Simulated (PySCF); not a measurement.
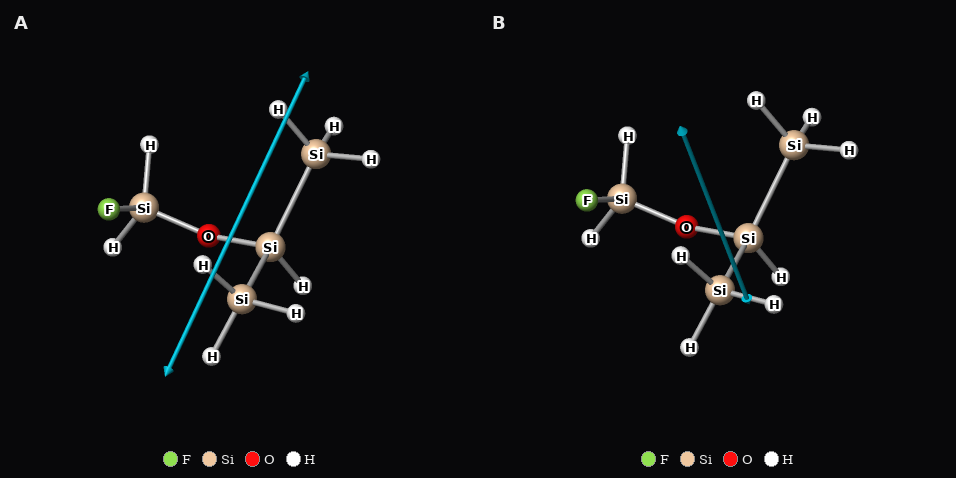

The double arrows show the directions of two transition dipoles from the ground state (lengths mean nothing). The geometry was computed by an optimisation with GFN2-xTB. No frequency run is at hand to confirm it as a minimum. Method: TDDFT ωB97X-D/def2-SVPD, vertical, gas phase, core orbitals frozen in the response (PySCF 2.14.0).

One belongs to singlet state 1 and one to singlet state 5. Which is which?

A: state 1, 5.95 eV (208 nm), oscillator strength 0.053, mainly HOMO → LUMO (weight 0.88).
B: state 5, 7.52 eV (165 nm), oscillator strength 0.039, mainly HOMO → LUMO+3 (weight 0.60).

The geometry is semi-empirical. Around Si such bond lengths and angles can be off by a tenth of an ångström or more and by several degrees, and values that hang on the shape move with them.
